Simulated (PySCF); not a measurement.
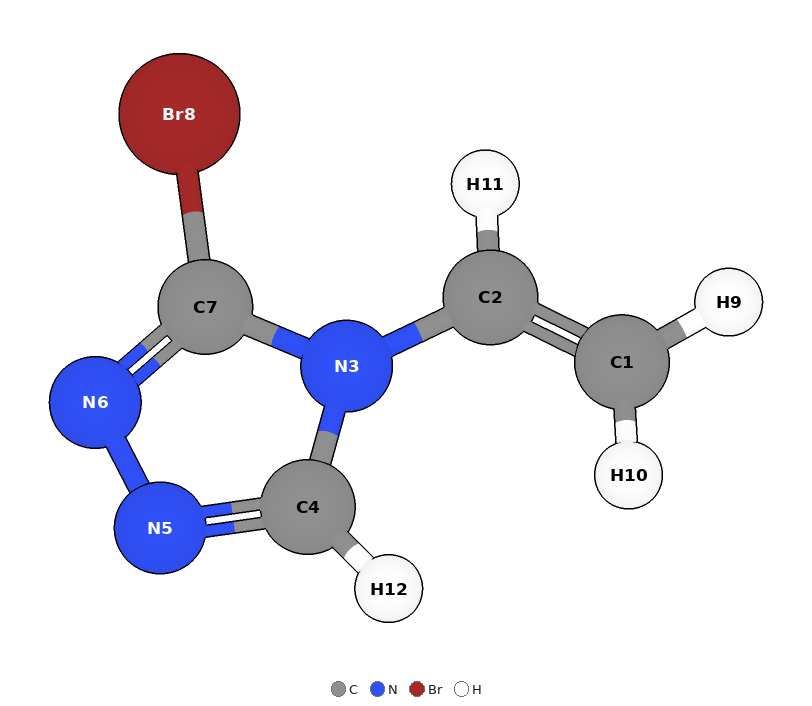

The computed structure is the end point of a GFN2-xTB optimisation. No frequency run is at hand to confirm it as a minimum. Electric field gradients from the ground-state density, B3LYP/pcJ-1 (pcSseg-1 on Br) (PySCF 2.14.0), non-relativistic apart from any core potentials.

Give the largest field-gradient component, the quadrupole coupling constant and the asymmetry for 14N at N3 (Q = 20.44 mb), 14N at N5 (Q = 20.44 mb), 14N at N6 (Q = 20.44 mb), 79Br at Br8 (Q = 313 mb).

```tsv
atom	V_zz (a.u.)	e²qQ/h (MHz)	η
N3	−0.574	−2.76	0.17
N5	−1.108	−5.32	0.18
N6	−1.072	−5.15	0.29
Br8	8.523	626.8	0.04
```

The geometry is semi-empirical. Around Br such bond lengths and angles can be off by a tenth of an ångström or more and by several degrees, and values that hang on the shape move with them.
